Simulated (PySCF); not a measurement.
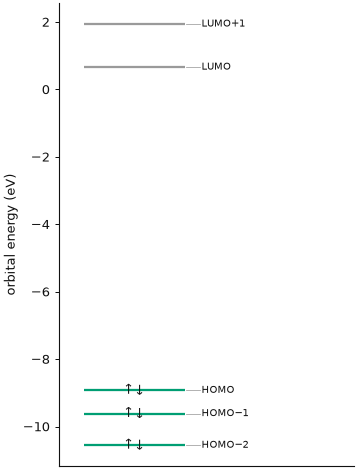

Kohn-Sham orbital energies near the frontier, ωB97X-D/def2-SVPD in PySCF, at a PBE0-D3(BJ)/def2-SVP geometry (no frequency check), isolated molecule; empty levels in grey, levels within 0.03 eV side by side.

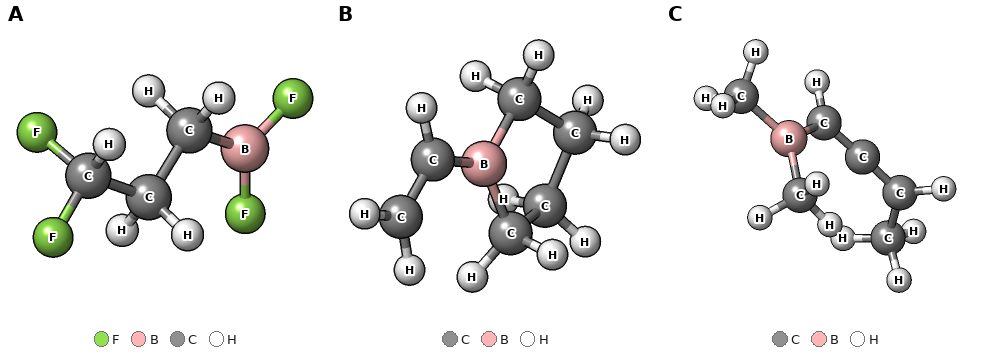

**Which molecule has this level scheme? The candidates are drawn in the second picture.**

Structure C, C₆H₁₁B, SMILES CC=C=CB(C)C. HOMO −8.93 eV, LUMO 0.66 eV, separation 9.59 eV.

Note: one conformer of a flexible molecule; empty levels above zero depend strongly on the basis.
